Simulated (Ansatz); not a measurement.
System: CH$_{3}$AlBr (SMILES [CH2-][AlH][Br]) (charge −1).

The calculation's input:

```
crystal:
  periodic: [false, false, false]
  atoms:
    - {symbol: C, position_ang: [-0.411111, 1.432113, 0.080897]}
    - {symbol: Al, position_ang: [0.139896, -0.306467, 0.065885]}
    - {symbol: Br, position_ang: [0.667859, -1.479103, -1.949831]}
    - {symbol: H, position_ang: [-0.648368, 1.950519, 1.021527]}
    - {symbol: H, position_ang: [-0.543105, 2.067705, -0.804538]}
    - {symbol: H, position_ang: [0.373999, -1.343918, 1.271591]}
basis:
  gaussian:
    orbitals: def2-TZVPD
total_charge: -1
hamiltonian:
  xc: pbe0
output:
  forces: true
  orbitals: {seedname: orbitals}
```

Command:

```sh
ansatz run input.yaml --threads 2 --pin off --max-ram 4350MiB --events-out events.jsonl --progress --plain --runs-dir runs
```

Geometry: PBE0-D3(BJ)/def2-SVPD.

The calculation used isolated molecule in a Gaussian basis; Kohn-Sham density functional theory, functional PBE0 in Ansatz 0.2.0.

### Predict the electron density and electron localisation function between the atoms.

C–Al (1.82 Å): the density is about 0.81 e/Å³ at the midpoint; the ELF peaks at about 0.90 in the valence shell of C, 0.6 Å from its nucleus, and is about 0.70 at the midpoint.
Al–Br (2.39 Å): ρ is about 0.51 e/Å³ halfway; the ELF peaks at about 0.85 in the valence shell of Br, 1.1 Å from its nucleus, and is about 0.85 at the midpoint.
C–H (1.10 Å): the density is about 1.9 e/Å³ at the midpoint; the ELF climbs to about 1 towards the hydrogen, as it does in any bond to H; a covalent bond by its length.
Al–H (1.61 Å): the density is about 0.51 e/Å³ at the midpoint; the ELF climbs to about 1 towards the hydrogen.

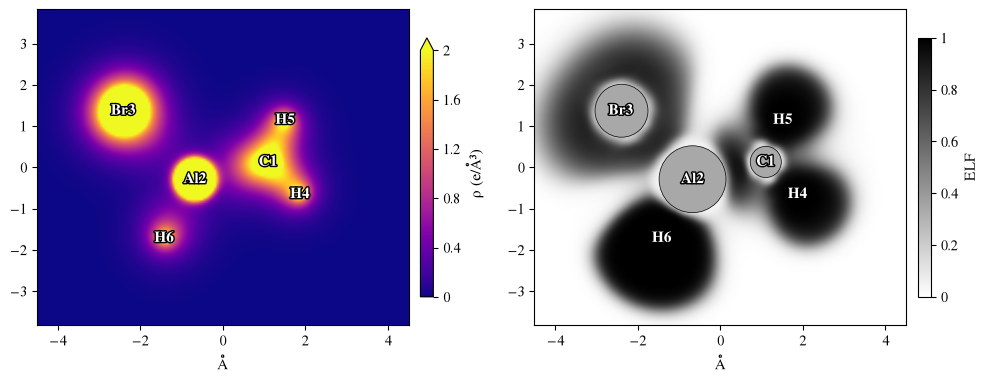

Computed electron density and electron localisation function on the molecular plane, in this order. Grey discs cover the atomic cores in the ELF map. 
